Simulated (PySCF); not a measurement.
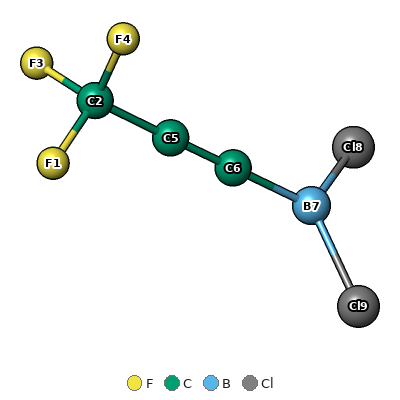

Geometry used (C₃BCl₂F₃, SMILES FC(F)(F)C#CB(Cl)Cl).

GIAO shifts, PBE0/aug-cc-pVDZ with PySCF 2.14.0, at a PBE0-D3(BJ)/def2-SVP geometry (no frequency check), against BF₃.OEt₂ for ¹¹B, TMS for ¹³C and CFCl₃ for ¹⁹F computed at the same level (¹⁹F: this reference is a hard case for the method, so all values can be off together by tens of ppm, and differences between signals are safer). Gas phase, fully decoupled, line heights follow the number of nuclei, widths are arbitrary (no quadrupolar broadening); values of one conformer, averaged over methyl-type rotors and exact or near symmetry.

Predict the ¹¹B spectrum.

Answer. 1 signal.


```csv
δ (ppm),nuclei,atoms
41.9,1,B7
```

How many ¹³C lines appear, and where?

Answer. 3 signals.


```
δ (ppm)  nuclei  atoms
  115.0       1     C2
   98.5       1     C5
   83.4       1     C6
```

Predict the ¹⁹F spectrum.

Answer. 1 signal.


```tsv
δ (ppm)	nuclei	atoms
−58.7	3	F1, F3, F4
```

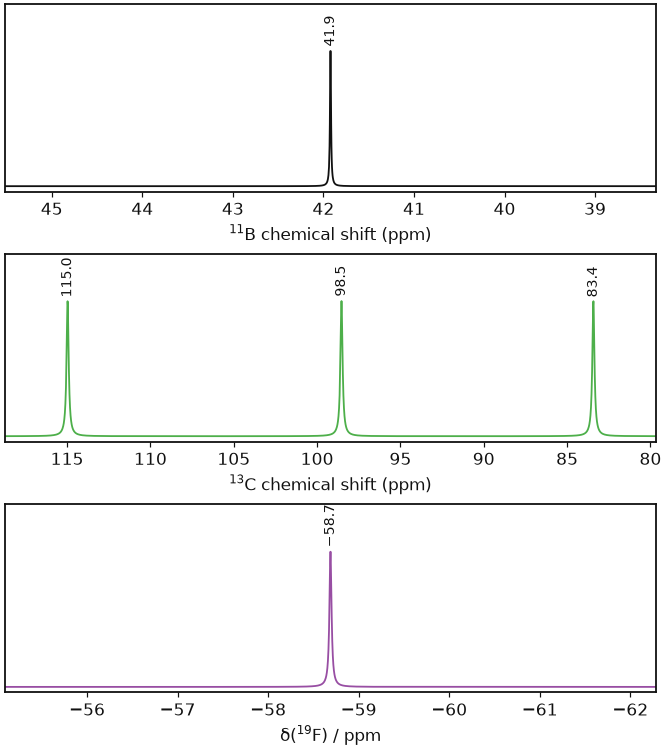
